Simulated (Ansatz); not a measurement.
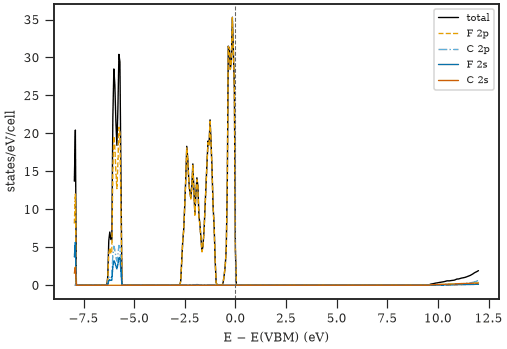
Figure: Total and projected density of states of CF₄ in space group C2/c (No. 15; F on 8f, C on 4e, F on 8f), DFT-LDA in the program Ansatz with PAW potentials

Problem. Which orbitals carry the states next to the gap?

Solution. Top 1 eV of the valence band: F 2p 100 %. Bottom 1 eV of the conduction band: C 2s 31 %, F 2p 8 %, C 2p 8 %, F 2s 6 %, outside the projected shells 47 %. Projections are on Löwdin-orthogonalised atomic valence shells; empty p or d shells of many metals are not among them.

The workflow started from an entry of the Crystallography Open Database (COD). Symmetry was held in the LDA relaxation; phonons on a q-mesh show no instability. The substance is a gas or liquid at ambient conditions. A crystal of weakly bound molecules computed without a dispersion correction: the cell and the soft elastic constants depend strongly on that.

Potentials: the later of the program's two PAW sets.
